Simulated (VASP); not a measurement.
Band structure of Pd (relaxed from the omega structure, space group P6/mmm). All values below come from r2SCAN meta-GGA, VASP's PBE PAW potentials (set 64) (plane waves; VASP 6.6.1).

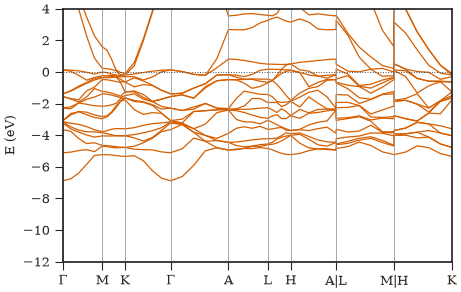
*Bands along high-symmetry lines, zero at the valence-band maximum or, without a gap, the Fermi level*

### Question
Read the plot: is there a gap, and where are the band edges?

### Answer
It has no gap at this level: it comes out as a metal or semimetal.

The structure was generated: Pd was put into the omega type (P6/mmm), which need not be its known phase. It was relaxed first.
